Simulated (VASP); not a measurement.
Band structure of WSi$_{2}$ (MoSi2 type). Level of theory: optB86b-vdW, VASP's PBE PAW potentials (set 64) (plane waves; VASP 6.6.1).

Unless said otherwise, spin-orbit coupling is left out, though it shifts the bands of the heavy elements here.

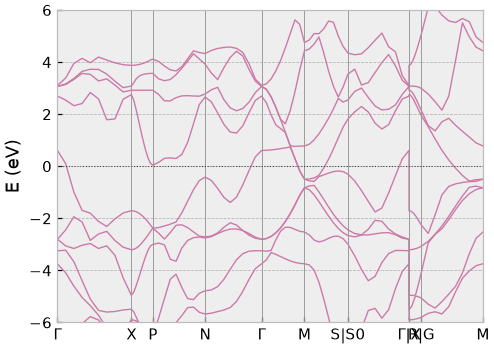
Figure: Bands along high-symmetry lines, zero at the valence-band maximum or, without a gap, the Fermi level

Read the plot: is there a gap, and where are the band edges?

It has no gap at this level: it comes out as a metal or semimetal. (Edges off the drawn lines would not show.)

The compound is WSi2 in the MoSi2 type structure. It was relaxed first.
